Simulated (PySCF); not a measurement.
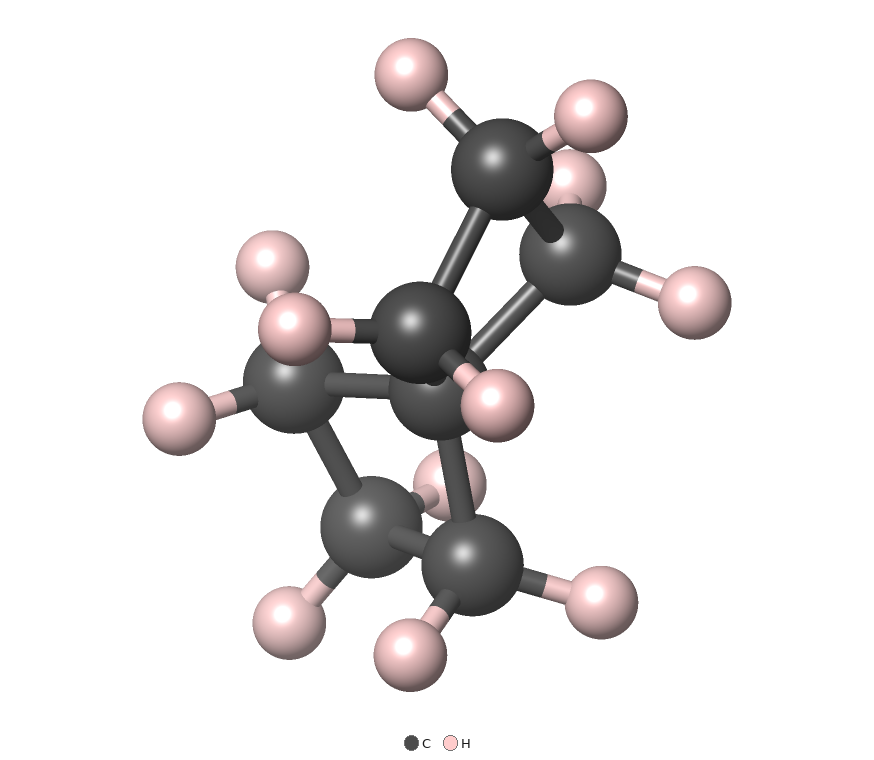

A ball-and-stick model of a molecule. Every bond is drawn as one stick, whatever its order.

**Count the atoms of each element.**

C₇H₁₂, 19 atoms: 7 carbon and 12 hydrogen.

**Count the bonded pairs by element.**

12 C–H, 8 C–C.

The parts below concern this one geometry. Atoms keep their numbers from picture to picture. The geometry was computed by an optimisation with PBE0-D3(BJ)/def2-SVP. No frequency run is at hand to confirm it as a minimum.

## Electronic properties

No frequency run is at hand to confirm it as a minimum. Properties computed with CAM-B3LYP/def2-SVPD in methanol (IEF-PCM) (PySCF 2.14.0). Excitations: vertical, linear response.

What does the calculation give?

- dipole moment: 0.03 D
- HOMO energy (Kohn–Sham orbital): −9.11 eV
- LUMO energy (Kohn–Sham orbital): 1.57 eV
- HOMO–LUMO gap: 10.69 eV
- mean static polarisability: 107.0 bohr³
- lowest vertical singlet excitation: 7.91 eV
- its oscillator strength: 0.004
- brightest of the 6 lowest singlets: 8.25 eV
- its oscillator strength: 0.10

## Ring current

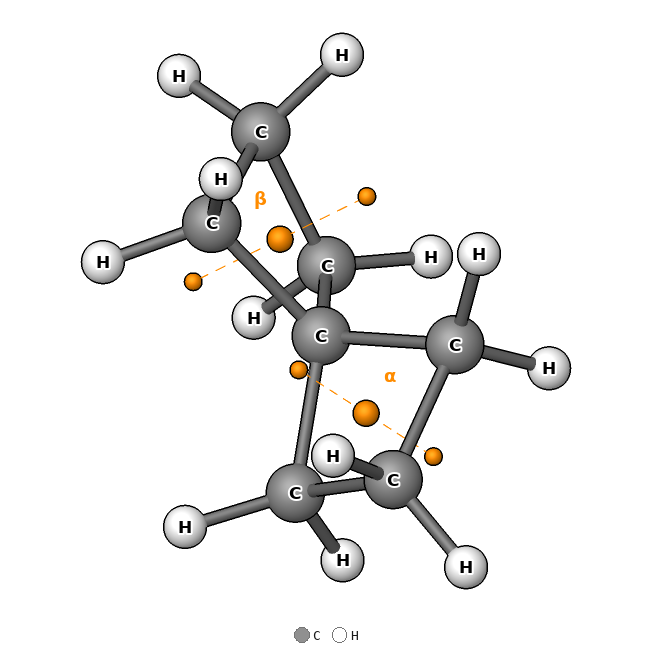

The small points mark where nucleus-independent chemical shifts (NICS) were computed: at the centre of each lettered ring and 1 Å above and below it. No frequency run is at hand to confirm it as a minimum. Level of theory: GIAO PBE0/pcSseg-1 NMR shielding, non-relativistic, IEF-PCM acetone (PySCF 2.14.0).

Give NICS(0), NICS(1) and the out-of-plane component NICS(1)zz for each ring (means of the two sides).

```csv
ring,members,NICS(0),NICS(1),NICS(1)zz
α,C4,−2.6,−1.8,3.1
β,C4,−2.2,−1.6,3.3
```

Values in ppm.

## NMR shielding

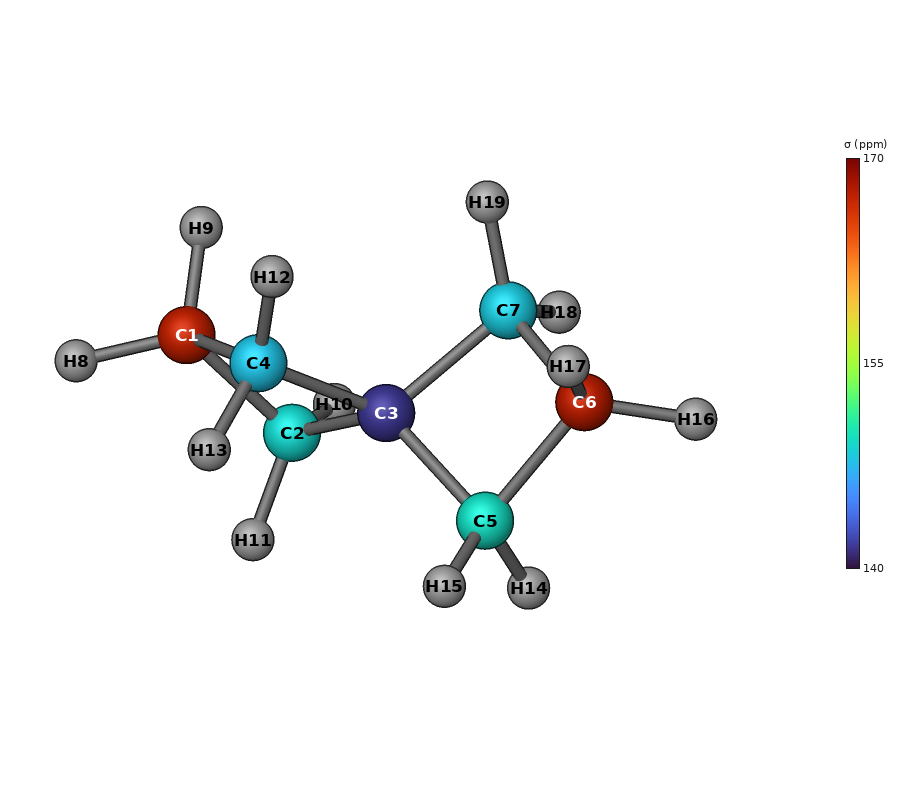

Atoms are coloured by their isotropic NMR shieldings (C only, the others grey). No frequency run is at hand to confirm it as a minimum. Method: GIAO PBE0/pcSseg-1 NMR shielding, non-relativistic, IEF-PCM acetone (PySCF 2.14.0).

List the isotropic NMR shieldings of the C atoms.

| atom | σ (ppm) |
| --- | --- |
| C1 | 167.2 |
| C2 | 149.0 |
| C3 | 141.6 |
| C4 | 147.9 |
| C5 | 149.4 |
| C6 | 167.5 |
| C7 | 148.2 |
